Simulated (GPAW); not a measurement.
**GeNH$_{4}$: property calculation**

System: GeNH$_{4}$, multiplicity 2, SMILES [NH2][GeH2].
Method: PBE/real-space grid, UKS, scalar-relativistic datasets (GPAW 26.7.0).

The geometry comes from this level: GFN2-xTB.

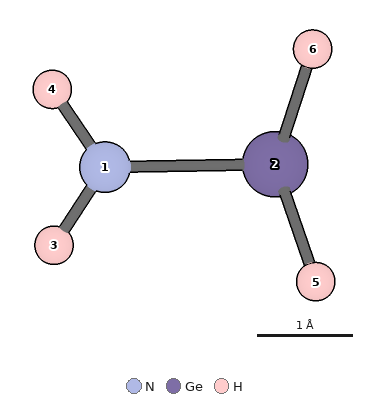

The structure as given in the input (ball-and-stick view, seen at a tilt; atoms are numbered from 1 in the order of the input). Sticks mark near contacts. Bond lengths as drawn: Ge–H 1.56 to 1.57 Å, Ge–N 1.84 Å and H–N 1.01 Å.

### Input file (sp.py)
```python
import numpy as np
from ase import Atoms
from ase.units import Debye
from gpaw import GPAW

# Geometry
atoms = Atoms(['N', 'Ge', 'H', 'H', 'H', 'H'],
    positions=[[  0.115790,  -0.835980,   0.109620],
               [ -0.565940,   0.854810,  -0.101060],
               [ -0.035610,  -1.515490,  -0.621850],
               [  0.003450,  -1.294080,   1.003290],
               [  0.210290,   1.232510,  -1.407930],
               [  0.272030,   1.558240,   1.017920]])
atoms.center(vacuum=4.5)
atoms.set_initial_magnetic_moments([0.5, 0.5, 0.0, 0.0, 0.0, 0.0])

# GPAW settings
dft = GPAW(mode='fd',
           h=0.18,
           xc='PBE',
           occupations={'name': 'fermi-dirac', 'width': 0.0, 'fixmagmom': True},
           maxiter=150,
           symmetry='off',
           txt='-')
atoms.calc = dft

energy = atoms.get_potential_energy()
print(f'Energy                  {energy:.5f} eV')
forces = atoms.get_forces()
print('Forces (eV/Ang)')
for symbol, f in zip(atoms.symbols, forces):
    print(f'{symbol:2} {f[0]:9.4f} {f[1]:9.4f} {f[2]:9.4f}')
dipole = atoms.get_dipole_moment() / Debye
print(f'Dipole                  {np.linalg.norm(dipole):.3f} D')
print('Moments:', atoms.get_magnetic_moments().round(3))
```

Launch command:
```bash
python sp.py
```

### Log
```
__  _  _
 | _ |_)|_||  |
 |__||  | ||/\| - 26.7.0

units:  Angstrom and eV
cores:  1
OpenMP: False

Versions:
  Python: 3.12.14
  ASE:    3.29.0
  Numpy:  2.5.5
  Scipy:  1.18.1
  Libxc:  7.0.0

        _gpaw.cpython-312-x86_64-linux-gnu.so

Input parameters:
  mode=FD(),
  h=0.18,
  maxiter=150,
  occupations=Occupations(name='fermi-dirac', width=0.0, fixmagmom=True),
  symmetry=Symmetry(point_group=False, time_reversal=False),
  xc=XC(name='PBE')

Diagonalizing LCAO Hamiltonian
Converting LCAO to fd mode
        .-----------------------.
       /|                       |
      / |                       |
     /  |                       |
    /   |                       |
   /    |                       |
  /     |                       |
 *      |                       |
 |      |         H             |
 |      |                       |
 |      |       He              |
 |      |        NH             |
 |      |       H               |
 |      |                       |
 |      .-----------------------.
 |     /                       /
 |    /                       /
 |   /                       /
 |  /                       /
 | /                       /
 |/                       /
 *-----------------------*

Atoms  # Å, Bohr magnetons
|   | symbol |        x |        y |        z |    initial magnetic moments |
|---|--------|----------|----------|----------|-----------------------------|
| 0 |      N | 5.181730 | 5.179510 | 6.017550 | ( 0.0000,  0.0000,  0.5000) |
| 1 |     Ge | 4.500000 | 6.870300 | 5.806870 | ( 0.0000,  0.0000,  0.5000) |
| 2 |      H | 5.030330 | 4.500000 | 5.286080 | ( 0.0000,  0.0000,  0.0000) |
| 3 |      H | 5.069390 | 4.721410 | 6.911220 | ( 0.0000,  0.0000,  0.0000) |
| 4 |      H | 5.276230 | 7.248000 | 4.500000 | ( 0.0000,  0.0000,  0.0000) |
| 5 |      H | 5.337970 | 7.573730 | 6.925850 | ( 0.0000,  0.0000,  0.0000) |

Unit cell  # Å
| periodic |        x |         y |         z |   lengths |    angles |
|----------|----------|-----------|-----------|-----------|-----------|
|       no | 9.837970 |  0.000000 |  0.000000 |  9.837970 | 90.000000 |
|       no | 0.000000 | 12.073730 |  0.000000 | 12.073730 | 90.000000 |
|       no | 0.000000 |  0.000000 | 11.425850 | 11.425850 | 90.000000 |

Number of symmetries: 1
Symmetry operations  # r_c * U_cc + t_c -> r_c
|   | kind |            matrix            |
|---|------|------------------------------|
| 0 |  E   |  1, 0, 0,  0, 1, 0,  0, 0, 1 |

BZ-sampling:
  Number of BZ points: 1
  Number of IBZ points: 1

  Monkhorst-Pack size: [1, 1, 1]
  Monkhorst-Pack shift: [0, 0, 0]

K-points  # in reciprocal-cell coordinates
|   |                                coordinates |     weight |
|---|--------------------------------------------|------------|
| 0 | (  0.00000000,   0.00000000,   0.00000000) | 1.00000000 |

Uniform wave function grid shape: (np.int64(55), np.int64(67), np.int64(63))
Spin-components: 2 (collinear spins)
Bands:           12
Projectors:      22
Spin-degeneracy: 1
Datatype:        float64

  Storage: CPU
  Wave functions: 44_573_760 bytes (44_573_760 per core)

Parallelization:
  kpt:    1
  domain: 1
  band:   1

Density:
  Valence electrons: 13.0
  Components: 2
  Grid points: [56 68 64]
  Charge: 0.0  # |e|

Potential:
  Grid points: [56 68 64]

species:
  N:
    name:    Nitrogen
    Z:       7.0
    valence: 5
    core:    2
    charge:  0.0  # [|e|]
    file:    N.PBE.gz
    compensation charges:
      type: gauss
      rc: 0.18  # [Å]
      lmax: 2
    cutoffs:
      filter: 1.11  # [Å]
      core: 0.96  # [Å]
    projectors
    | kind |    occ | energy [eV] | rcut [Å] |
    |------|--------|-------------|----------|
    |   2s |  2.000 |     -18.583 |    0.603 |
    |   2p |  3.000 |      -7.089 |    0.529 |
    |    s |        |       8.629 |    0.603 |
    |    p |        |      20.123 |    0.529 |
    |    d |        |       0.000 |    0.577 |

    Using partial waves for N as LCAO basis

  Ge:
    name:    Germanium
    Z:       32.0
    valence: 4
    core:    28
    charge:  0.0  # [|e|]
    file:    Ge.PBE.gz
    compensation charges:
      type: gauss
      rc: 0.32  # [Å]
      lmax: 2
    cutoffs:
      filter: 1.77  # [Å]
      core: 3.42  # [Å]
    projectors
    | kind |    occ | energy [eV] | rcut [Å] |
    |------|--------|-------------|----------|
    |   4s |  2.000 |     -11.726 |    1.005 |
    |   4p |  2.000 |      -3.896 |    1.005 |
    |    s |        |      15.485 |    1.005 |
    |    p |        |      23.315 |    1.005 |
    |    d |        |       0.000 |    1.005 |

    Using partial waves for Ge as LCAO basis

  H:
    name:    Hydrogen
    Z:       1.0
    valence: 1
    core:    0
    charge:  0.0  # [|e|]
    file:    H.PBE.gz
    compensation charges:
      type: gauss
      rc: 0.15  # [Å]
      lmax: 2
    cutoffs:
      filter: 0.85  # [Å]
      core: 0.53  # [Å]
    projectors
    | kind |    occ | energy [eV] | rcut [Å] |
    |------|--------|-------------|----------|
    |   1s |  1.000 |      -6.494 |    0.476 |
    |    s |        |      20.717 |    0.476 |
    |    p |        |       0.000 |    0.476 |

    Using partial waves for H as LCAO basis

Reference energy: -58629.320006  # eV

eigensolver:
  PPCG
  Converge bands: occupied
  niter=2

density mixing:
  MSR1-Mixer
  Pratt-step length: 0.05
  Maximum mixing coefficient: 0.75
  Old densities: 10
  SVD Regularization: 0.005
  Good broyden scale: 1.0
  Trust region scale: 1.0
  Backstep threshold: 4.0
  History deletion threshold: 6.0
  Fourier metric: weight=20.0, sigma=0.015

occupation numbers:
  Fixed magnetic moment: 1.000
  # Zero width

FastPoissonSolver using
    Stencil: 6*3+1=19 point O(h^6) finite-difference Laplacian
    FFT axes: []
    FST axes: [np.int64(0), np.int64(2), np.int64(1)]

xc functional:
  name: PBE with 2 nearest neighbor stencil
interpolation: tri-quintic # 5. degree polynomial

Initialization done in: 2.105 s

convergence criteria:
- Maximum [total energy] change in last 3 cyles: 0.0005 eV / valence electron
- Maximum integral of absolute [dens]ity change: 0.0001 electrons / valence electron
- Maximum integral of absolute [eigenst]ate change: 4e-08 eV^2 / valence electron
maximum number of iterations: 150

SCF iterations
|iter     |     time |      energy | eigst |  dens |  magmom |
|---------|----------|-------------|-------|-------|---------|
|iter:   1| 00:00:03 |  -28.032148 | +1.14 |       |  +0.9928|
|iter:   2| 00:00:05 |  -27.357686 | -0.04 | -0.44 |  +0.9931|
|iter:   3| 00:00:07 |  -25.342022 | +0.40 | -0.49 |  +0.9971|
|iter:   4| 00:00:09 |  -25.295913 | +0.17 | -0.98 |  +0.9984|
|iter:   5| 00:00:11 |  -25.264521 | -0.87 | -1.19 |  +0.9995|
|iter:   6| 00:00:12 |  -25.267875 | -1.60 | -1.79 |  +0.9999|
|iter:   7| 00:00:14 |  -25.268484c| -2.62 | -2.16 |  +1.0000|
|iter:   8| 00:00:16 |  -25.268587c| -3.21 | -2.65 |  +1.0000|
|iter:   9| 00:00:18 |  -25.268607c| -3.93 | -3.03 |  +1.0000|
|iter:  10| 00:00:20 |  -25.268611c| -4.44 | -3.51 |  +1.0000|
|iter:  11| 00:00:22 |  -25.268612c| -5.11 | -3.97 |  +1.0000|
|iter:  12| 00:00:24 |  -25.268612c| -5.75 | -4.41c|  +1.0000|
|iter:  13| 00:00:26 |  -25.268612c| -6.33 | -4.80c|  +1.0000|
|iter:  14| 00:00:27 |  -25.268612c| -6.99 | -5.18c|  +1.0000|
|iter:  15| 00:00:29 |  -25.268612c| -7.57c| -5.41c|  +1.0000|

Converged in 15 steps
SCF loop duration: 26.565 s (1.771 s/step)
Energy contributions relative to reference atoms: (reference = -58629.320006)

Energy contributions:
  Kinetic:          36.576633
  Coulomb:         -38.193380
  Zero:              0.385381
  External:          0.000000
  Xc:              -24.037246
  Entropy:           0.000000
  Spinorbit:         0.000000
  ----------------------------
  Free energy:     -25.268612
  Extrapolated:    -25.268612

dipole moment: (-0.133744, -0.301310, 0.044796)  # |e|*Ang

Total magnetic moment: (0.000000, 0.000000, 1.000000)

Local magnetic moments
|        x |        y |         z |
|----------|----------|-----------|
| 0.000000 | 0.000000 |  0.096721 |  # N    0
| 0.000000 | 0.000000 |  0.163888 |  # Ge   1
| 0.000000 | 0.000000 | -0.001182 |  # H    2
| 0.000000 | 0.000000 | -0.001189 |  # H    3
| 0.000000 | 0.000000 |  0.028457 |  # H    4
| 0.000000 | 0.000000 |  0.028497 |  # H    5

Fermi levels: -2.348, -4.262
Eigenvalues  # (at kpt = [0.000, 0.000, 0.000])
| band index |      eig [eV] | occ [0-1] |      eig [eV] | occ [0-1] |
|------------|---------------|-----------|---------------|-----------|
|          0 |       -21.322 |     1.000 |       -21.051 |     1.000 |
|          1 |       -13.594 |     1.000 |       -13.315 |     1.000 |
|          2 |       -12.161 |     1.000 |       -12.072 |     1.000 |
|          3 |        -9.083 |     1.000 |        -8.849 |     1.000 |
|          4 |        -7.856 |     1.000 |        -7.562 |     1.000 |
|          5 |        -7.442 |     1.000 |        -6.823 |     1.000 |
|          6 |        -4.797 |     1.000 |        -3.726 |     0.000 |
|          7 |        -0.971 |     0.000 |        -0.819 |     0.000 |
|          8 |        -0.002 |     0.000 |         0.220 |     0.000 |
|          9 |         0.266 |     0.000 |         0.573 |     0.000 |
|         10 |         0.606 |     0.000 |         0.766 |     0.000 |
|         11 |         0.629 |     0.000 |         0.796 |     0.000 |

Gap: 2.755 eV
Transition (v -> c):
  (s=1, k=0, n=6, [0.00, 0.00, 0.00]) -> (s=0, k=0, n=7, [0.00, 0.00, 0.00])
No difference between direct/indirect transitions
vacuum-level: 0.000  # V
Energy                  -25.26861 eV

Forces  # eV/Ang
|        x |        y |        z |
|----------|----------|----------|
|  0.20040 | -0.68169 |  0.12008 |  # N    0
|  0.27250 |  0.54068 | -0.10546 |  # Ge   1
| -0.07024 | -0.22581 | -0.34166 |  # H    2
| -0.05534 | -0.11812 |  0.36175 |  # H    3
| -0.20607 |  0.16726 | -0.33010 |  # H    4
| -0.17757 |  0.26999 |  0.29695 |  # H    5

Force computation time: 0.050  # s
Forces (eV/Ang)
N     0.2004   -0.6817    0.1201
Ge    0.2725    0.5407   -0.1055
H    -0.0702   -0.2258   -0.3417
H    -0.0553   -0.1181    0.3618
H    -0.2061    0.1673   -0.3301
H    -0.1776    0.2700    0.2970
Dipole                  1.598 D
Moments: [ 0.097  0.164 -0.001 -0.001  0.028  0.028]
```

### Results in brief

| quantity | value |
| --- | --- |
| outcome | converged |
| energy relative to the program's reference atoms | −25.2686 eV |
| largest force | 0.721 eV/Å |
| dipole moment | 1.60 D |
| hardware | 1 thread of Intel Xeon (Granite Rapids), 12 GiB of memory available, shared host |
| wall time | 29 s |
| peak memory | 0.82 GiB |
